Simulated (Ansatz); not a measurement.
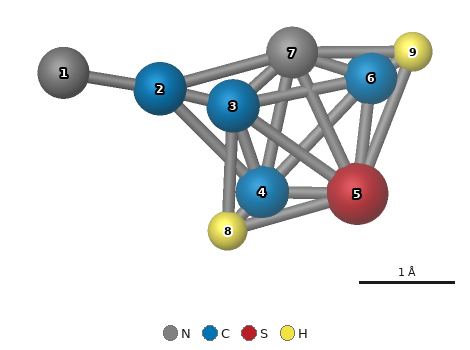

Fig. 1: The structure (ball-and-stick view, seen on its broad side; atoms are numbered from 1 in the order of the input).

Single-point calculation, with input and output: C₄H₂N₂S

The run: single-point calculation of C₄H₂N₂S. Method and program: RKS SVWN5/def2-TZVPP (Ansatz 0.2.0).

Some settings of this run were made unusual or wrong on purpose. The geometry comes from this level: PBE0-D4/def2-TZVP.

**The input**
```yaml
crystal:
  periodic: [false, false, false]
  atoms:
    - {symbol: N, position_ang: [1.633216, -1.396734, 0.484542]}
    - {symbol: C, position_ang: [0.883208, -0.707811, 0.302166]}
    - {symbol: C, position_ang: [0.316387, -0.189250, 0.108082]}
    - {symbol: C, position_ang: [-0.142644, -0.216102, -0.746913]}
    - {symbol: S, position_ang: [-0.824616, 0.512854, -0.794574]}
    - {symbol: C, position_ang: [-0.718868, 0.850166, 0.382427]}
    - {symbol: N, position_ang: [-0.050783, 0.344839, 0.644159]}
    - {symbol: H, position_ang: [0.055325, -0.551060, -1.134305]}
    - {symbol: H, position_ang: [-0.972908, 1.227114, 0.634152]}
basis:
  gaussian: {orbitals: def2-TZVPP, fitting: {mean_field: def2-universal-jkfit}}
hamiltonian: {xc: {name: SVWN5}}
```

Run on 4 threads of Arm Neoverse V2, 23 GiB of memory available, shared host.

Run as:
```bash
ansatz run in.yaml --threads 4 --pin off --events-out ev --progress --plain --max-ram 10444MiB
```

**What the program printed**
```
Functional definition: SVWN5
  name "SVWN5"
  cite "Dirac, Proc. Camb. Phil. Soc. 26, 376 (1930) doi:10.1017/S0305004100016108"
  cite "Slater, Phys. Rev. 81, 385 (1951) doi:10.1103/PhysRev.81.385"
  cite "Vosko, Wilk & Nusair, Can. J. Phys. 58, 1200 (1980) doi:10.1139/p80-159"
  exchange = slater_x
  correlation = vwn5_c
618 factors; integrals over basis functions are off by at most 1.2e0 eV
mean field evaluation 1: about -17631.3418 eV, gradient 2.7e2 eV
mean field evaluation 2: about -16712.7380 eV, gradient 6.1e2 eV
mean field evaluation 4: about -17716.0317 eV, gradient 1.1e2 eV
mean field evaluation 8: about -17740.9159 eV, gradient 1.4e0 eV
mean field evaluation 16: about -17740.9206 eV, gradient 5.0e-4 eV
mean field -17740.92061718 eV, -651.9668074535 hartree, gradient 4.9e-5 eV, S^2 0.000000; 0 other end points of the search recorded, 0 dependent functions left out
reference -17740.92064613 eV, -651.9668085172 hartree; 28, 28 occupied and 228, 228 virtual orbitals, 618 factors
Total energy: -17740.92064613 eV, -651.9668085172 hartree
```

**What the run reported**

```json
{"quantity": "outcome", "value": "converged"}
{"quantity": "total energy", "value": "−17740.9206 eV"}
{"quantity": "SCF solution under orbital rotations", "value": "stable"}
{"quantity": "wall time", "value": "1.3 s (CPU time 4.6 s)"}
{"quantity": "peak memory", "value": "0.48 GiB"}
```

**What went wrong**

This input holds a deliberate fault: squeeze. The program still converged, but the numbers can't be taken as results for the intended system.
